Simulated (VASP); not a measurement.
Band structure of PdS (relaxed from the wurtzite structure, space group P6_3mc). Computed with PBEsol GGA, VASP's PBE PAW potentials (set 64) (plane waves; VASP).

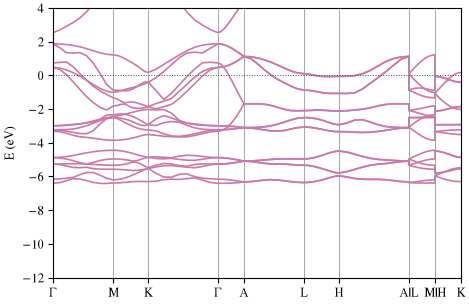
Figure. Bands along high-symmetry lines, zero at the valence-band maximum or, without a gap, the Fermi level

Q: Read the plot: is there a gap, and where are the band edges?

A: It has no gap at this level: it comes out as a metal or semimetal. (Edges off the drawn lines would not show.)

The structure was generated: PdS was put into the wurtzite type (P6_3mc), which need not be its known phase. It was relaxed first, which changed the volume by -18 %.
